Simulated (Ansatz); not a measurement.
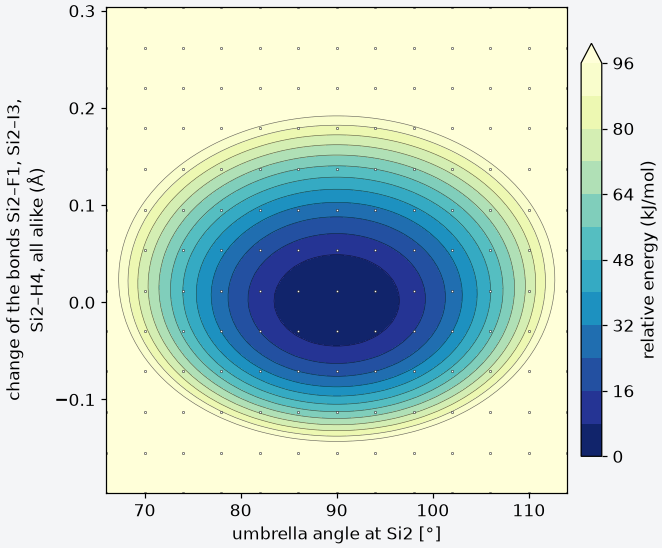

FHISi, SMILES F[SiH+]I, charge +1. 
- First axis: umbrella angle at Si2 (between each of its bonds and their common axis; 90 is planar). Second axis: change of the bonds Si2–F1, Si2–I3, Si2–H4, all alike.
- Nothing is relaxed (all other coordinates rigid).
- The grid has 13 × 13 points; 91 points were computed and 78 follow by symmetry.
- Points are written as (first, second).
- Energies are in kJ/mol, from the relaxed molecule at the same level.
- Computed with RKS PBE-D4/def2-TZVP (Ansatz).

Drawn: filled contours, dots at the grid points, one colour for all values above the top of the scale. Between grid points the surface is interpolated.

### Estimate the position of the minimum and the force constants in these coordinates.

The interpolated minimum is at the first coordinate ≈ 90.0°, the second coordinate ≈ 0.000 Å. The curvatures there are about 13 eV/rad² and 75 eV/Å², with a cross term of about 0 eV/(rad·Å). Round the minimum the two coordinates are nearly uncoupled. (1 eV is 96.5 kJ/mol.)
